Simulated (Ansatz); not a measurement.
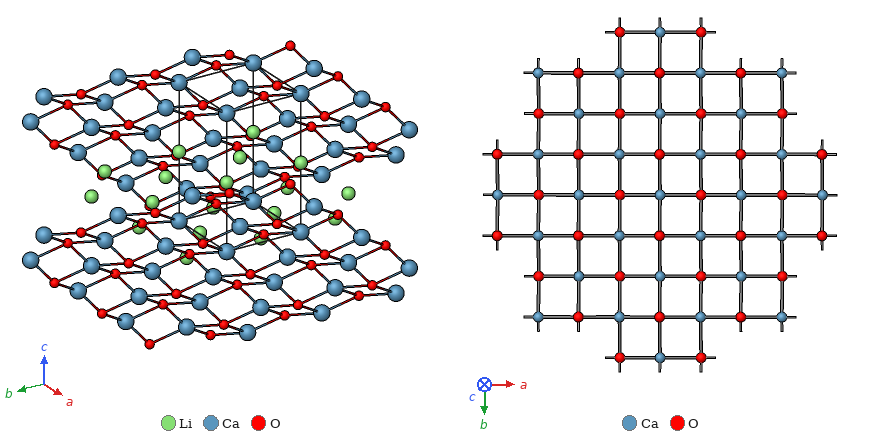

Left: the structure. Right: its underlying net. Nodes are coloured by element. One layer is drawn. Edges to nodes outside the piece are drawn as stubs.

The compound is LiCaO (space group P4/nmm, No. 129), taken as the input geometry of an electronic-structure calculation (not necessarily at equilibrium); the starting structure was generated, so it need not be a known form of this composition.

Bonds are taken as Ca–O below 2.6 Å. Atoms with one bond or none are removed and atoms with two bonds are replaced by edges, until no such atom is left.

The result is a uninodal 4-connected, two-periodic (layers) net: Ca and O are 4-connected nodes. Li drops out. It is the sql net, known from the square lattice. The layers lie parallel to (001).

```tsv
node	links	point symbol	coordination sequence
Ca and O	4	4^4.6^2	4 8 12 16 20 24 28 32 36 40
```
